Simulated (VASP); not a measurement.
Band structure of SrIn4 (space group I4/mmm). Computed with PBEsol GGA with spin-orbit coupling, VASP's PBE PAW potentials (set 64) (plane waves; VASP 6.6.1).

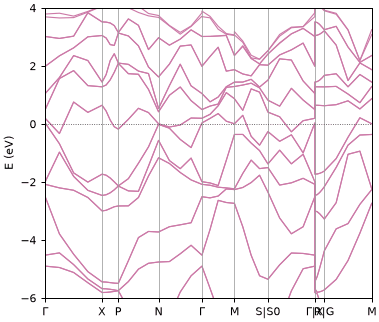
Bands along high-symmetry lines, zero at the valence-band maximum or, without a gap, the Fermi level

Read the plot: is there a gap, and where are the band edges?

It has no gap at this level: it comes out as a metal or semimetal.

The structure comes from a computed database's SrIn4 entry (I4/mmm); how it stands against other phases isn't given here. It was relaxed first.
